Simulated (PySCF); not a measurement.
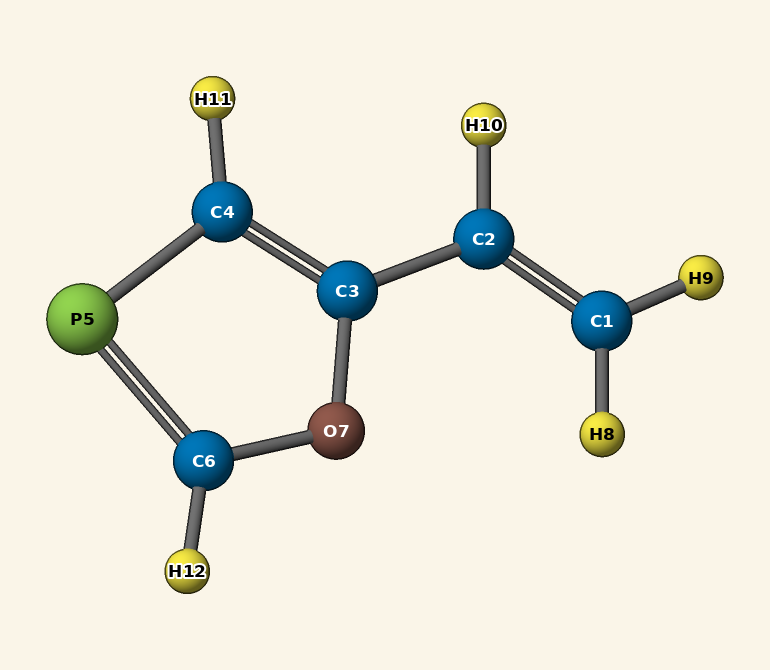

The questions are on isotropic NMR shieldings of the H atoms. The geometry was computed by an optimisation with GFN2-xTB. No frequency run is at hand to confirm it as a minimum. Level of theory: GIAO PBE0/pcSseg-1 NMR shielding, non-relativistic, gas phase (PySCF 2.14.0).

List the isotropic NMR shieldings of the H atoms.

```json
{"atom": "H8", "σ (ppm)": "25.40"}
{"atom": "H9", "σ (ppm)": "26.11"}
{"atom": "H10", "σ (ppm)": "24.85"}
{"atom": "H11", "σ (ppm)": "24.57"}
{"atom": "H12", "σ (ppm)": "22.81"}
```

The geometry is semi-empirical. Around P such bond lengths and angles can be off by a tenth of an ångström or more and by several degrees, and values that hang on the shape move with them.
